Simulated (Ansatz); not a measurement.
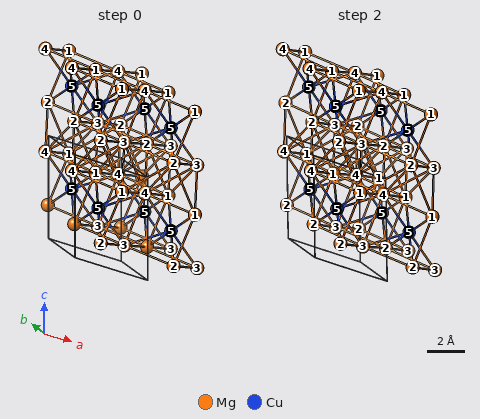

The structure of solid Mg4Cu (a generated structure, set up in P2/m) before (left) and after (right) a relaxation, at one scale.

The picture is a ball-and-stick view of the cell of the calculation, repeated 2 × 2 × 2 with one cell outlined, seen slightly off an axis.

Level of theory: DFT PBE, scalar-relativistic, plane waves, PAW in Ansatz.

The input:
```yaml
crystal:
  lattice:
    - [4.4940247071, 0.0, 0.0]
    - [0.0, 4.4523928912, 0.0]
    - [-2.0902057049, 0.0, 5.3894286827]
  atoms:
    - { symbol: Mg, position: [0.6463238934, 0.0, 0.781906964] }
    - { symbol: Mg, position: [0.3536761066, 0.0, 0.218093036] }
    - { symbol: Mg, position: [0.8601358924, 0.5, 0.2165288989] }
    - { symbol: Mg, position: [0.1398641076, 0.5, 0.7834711011] }
    - { symbol: Cu, position: [0.5, 0.5, 0.5] }
basis:
  ecutwfc: 420
kpoints:
  mp_grid: { grid: [10, 8, 8] }
hamiltonian:
  xc: pbe
scf:
  occupations: { method: gaussian, width: 0.1 }
output:
  forces: true
  stress: true
  eigenvalues: true
relax:
  adjacent_minimum: "off"
  f_tol: 0.01
  max_steps: 80
  cell: { stress_tol: 0.05 }
```

Run as
```bash
ansatz run input.yaml --threads 1 --pin off --max-ram 2048MiB --backend cpu --events-out ev --progress --plain --runs-dir out
```

**What changed between the two?**

The run was cut off at its time limit before the relaxation converged, so the last structure is only a point on the way. Over 2 geometry steps the energy falls by 12.9 meV per cell of the calculation. The largest force component goes from 0.038 to 0.018 eV/Å. Pressure: −0.16 GPa at the start and 0.05 GPa at the end. The largest moves relative to the cell, 0.026 Å, are those of Mg3 and Mg4. Mg4 goes roughly along [1 0 1]. Cu stays in place. Cell: a 4.494 → 4.475 Å (−0.4 %), b 4.452 → 4.514 Å (+1.4 %), c 5.781 → 5.751 Å (−0.5 %), β 111.2° → 112.7°. Volume −0.7 %. Some distances before and after: Mg3–Mg4 3.299 → 3.171 Å, Mg1–Mg2 3.042 → 2.980 Å, Mg1–Mg2 (another image) 3.266 → 3.221 Å, Mg1–Mg4 3.140 → 3.178 Å. The space group stays P2/m (No. 10).
